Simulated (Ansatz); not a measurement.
# C2H7BO2 (SMILES COB(C)O) at MP2/6-31G(d) (spherical functions)

Aim: the electronic atomisation energy of C2H7BO2 at MP2/6-31G* (spherical functions), from 5 runs. 

The calculation is run with Ansatz 0.2.0.

43 further runs of the same task are left out: 43 set aside as unsound or not needed. Runs told in other sessions of the task aren't counted.

### Step 1. The structure to begin with

C2H7BO2 has 12 atoms, charge 0, and is taken as a singlet. SMILES: `COB(C)O`. The shape is that of a PBE0-D4/def2-TZVP optimisation. This is one conformer, not always the lowest.

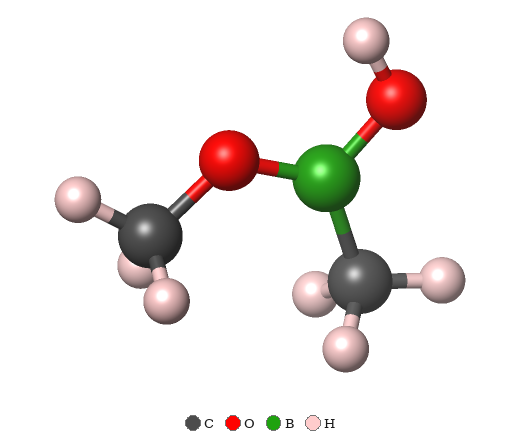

The structure, seen from a chosen angle (carbon dark grey, oxygen red, boron green, hydrogen pink).

### Step 2. A single-point energy at MP2/6-31G(d) (spherical functions)

Input file input.yaml:

```yaml
crystal:
  periodic: [false, false, false]
  atoms:
    - {symbol: C, position_ang: [-0.385800, 1.104700, 1.227500]}
    - {symbol: O, position_ang: [-0.288300, 1.094500, -0.177300]}
    - {symbol: B, position_ang: [0.078500, -0.027600, -0.868600]}
    - {symbol: C, position_ang: [0.403800, -1.405400, -0.192200]}
    - {symbol: O, position_ang: [0.151500, 0.090300, -2.225400]}
    - {symbol: H, position_ang: [0.601000, 1.027300, 1.694500]}
    - {symbol: H, position_ang: [-1.011800, 0.286800, 1.596500]}
    - {symbol: H, position_ang: [-0.837700, 2.051400, 1.525200]}
    - {symbol: H, position_ang: [-0.473600, -1.805200, 0.327000]}
    - {symbol: H, position_ang: [0.726300, -2.144900, -0.925200]}
    - {symbol: H, position_ang: [1.187500, -1.307000, 0.565300]}
    - {symbol: H, position_ang: [-0.074500, 0.980100, -2.513200]}
basis:
  gaussian: {orbitals: 6-31G_st_-spherical.json}
correlation: {method: mp2, frozen_orbitals: {B: 1, C: 1, H: 0, O: 1}}
accuracy: high
```

The basis set 6-31G* is read from a file made from the Basis Set Exchange's data (not shown).

Run with:

```
ansatz run input.yaml --threads 1 --pin off --max-ram 2610MiB --events-out events.jsonl --progress --plain --runs-dir runs
```

What it wrote:

```text
Warning: RAYON_NUM_THREADS=1 ignored (pool sized by the plan → 1); use --threads N
Functional definition: HF
  name "HF"
  exchange = exact_x
  correlation = 0
2076 factors; integrals over basis functions are off by at most 3.4e-9 eV
mean field evaluation 1: about -6917.0078 eV, gradient 4.0e1 eV
mean field evaluation 2: about -6917.0878 eV, gradient 4.0e1 eV
mean field evaluation 4: about -6920.4723 eV, gradient 3.6e0 eV
mean field evaluation 8: about -6920.5122 eV, gradient 1.6e-1 eV
mean field -6920.51226790 eV, -254.3241349536 hartree, gradient 4.2e-8 eV, S^2 0.000000; 0 other end points of the search recorded, 0 dependent functions left out
5 core orbitals not correlated: weight in the atoms' cores, before any rotation towards them, 1.000 or more for the frozen orbitals, at most 0.000 for the correlated occupied ones
reference -6920.51226790 eV, -254.3241349536 hartree; 15, 15 occupied and 64, 64 virtual orbitals, 2076 factors
second order -18.61584053 eV of doubles, -0.00000000 eV of singles
Total energy: -6939.12810843 eV, -255.0082544748 hartree
```

It took 3.6 s on 1 thread of Arm Neoverse V1, shared host; peak memory 0.22 GiB.

### Step 3. The B atom, same level

Input file molecule.yaml:

```yaml
crystal:
  periodic: [false, false, false]
  atoms:
    - {symbol: B, position_ang: [0.000000, 0.000000, 0.000000]}
basis:
  gaussian:
    orbitals: 6-31G_st_-spherical.json
correlation:
  method: mp2
  frozen_orbitals: {B: 1}
accuracy: high
magnetization:
  spin_polarized: true
  initial_magnetization: 1
```

The basis set 6-31G* is read from a file made from the Basis Set Exchange's data (not shown).

Run the same way, it converges to -24.55803 Eh (log not shown).

### Step 4. The C atom at the same level

Input file job.yaml:

```yaml
basis:
  gaussian:
    orbitals: 6-31G_st_-spherical.json
crystal:
  periodic: [false, false, false]
  atoms:
    - {symbol: C, position_ang: [0.000000, 0.000000, 0.000000]}
magnetization:
  spin_polarized: true
  initial_magnetization: 2
correlation:
  method: mp2
  frozen_orbitals: {C: 1}
accuracy: high
```

The basis set 6-31G* is read from a file made from the Basis Set Exchange's data (not shown).

Run with:

```
ansatz run job.yaml --threads 1 --pin off --max-ram 2610MiB --events-out events.jsonl --progress --plain --runs-dir runs
```

What it wrote:

```text
Warning: RAYON_NUM_THREADS=1 ignored (pool sized by the plan → 1); use --threads N
[... 4 set-up lines as earlier in the session ...]
96 factors; integrals over basis functions are off by at most 1.1e-9 eV
mean field evaluation 1: about -1025.0659 eV, gradient 6.1e0 eV
mean field evaluation 2: about -1025.0662 eV, gradient 6.1e0 eV
mean field evaluation 4: about -1025.3405 eV, gradient 2.1e-1 eV
mean field evaluation 8: about -1025.3407 eV, gradient 9.2e-5 eV
mean field evaluation 16: about -1025.3407 eV, gradient 2.2e-6 eV
mean field -1025.34072536 eV, -37.6805766559 hartree, gradient 9.8e-8 eV, S^2 2.004711; 3 other end points of the search recorded, 0 dependent functions left out
1 core orbitals not correlated: weight in the atoms' cores, before any rotation towards them, 1.000 or more for the frozen orbitals, at most 0.000 for the correlated occupied ones
reference -1025.34072536 eV, -37.6805766559 hartree; 3, 1 occupied and 10, 12 virtual orbitals, 96 factors
second order -1.38407350 eV of doubles, -0.00000000 eV of singles
Total energy: -1026.72479885 eV, -37.7314404188 hartree
```

Run time: 0.06 s. Hardware: 1 thread of Arm Neoverse V1, shared host.

### Step 5. The H atom: a single-point energy at UHF/6-31G(d) (spherical functions)

Input file input.yaml:

```yaml
basis:
  gaussian:
    orbitals: "6-31G*"
crystal:
  periodic: [false, false, false]
  atoms:
    - {symbol: H, position_ang: [0.000000, 0.000000, 0.000000]}
accuracy: high
magnetization:
  spin_polarized: true
  initial_magnetization: 1
hamiltonian:
  xc: hf
```

Run the same way, it converges to -0.49823 Eh (log not shown).

### Step 6. The O atom

Input file run.yaml:

```yaml
crystal:
  periodic: [false, false, false]
  atoms:
    - symbol: O
      position_ang: [0.000000, 0.000000, 0.000000]
basis:
  gaussian:
    orbitals: 6-31G_st_-spherical.json
magnetization:
  spin_polarized: true
  initial_magnetization: 2
correlation:
  method: mp2
  frozen_orbitals: {O: 1}
accuracy: high
```

The basis set 6-31G* is read from a file made from the Basis Set Exchange's data (not shown).

Run the same way, it converges to -74.87816 Eh (log not shown).

### Step 7. Results

At MP2/6-31G* (spherical functions), 5 core orbitals frozen:

| quantity | value |
| --- | --- |
| molecule: total energy | -255.00825 Eh |
| molecule: correlation energy (5 core orbitals frozen) | -684.1 mEh |
| B atom: total energy | -24.55803 Eh |
| B atom: correlation energy (1 core orbital frozen) | -36.1 mEh |
| B atom: ⟨S²⟩ of the reference determinant | 0.754 |
| C atom: total energy | -37.73144 Eh |
| C atom: correlation energy (1 core orbital frozen) | -50.9 mEh |
| C atom: ⟨S²⟩ of the reference determinant | 2.005 |
| H atom: total energy | -0.49823 Eh |
| H atom: ⟨S²⟩ | 0.750 |
| O atom: total energy | -74.87816 Eh |
| O atom: correlation energy (1 core orbital frozen) | -95.0 mEh |
| O atom: ⟨S²⟩ of the reference determinant | 2.006 |
| electronic atomisation energy | 47.440 eV |

Taking the molecule apart into free atoms costs 47.44 eV (1094 kcal/mol), before zero-point energy and without spin-orbit coupling.
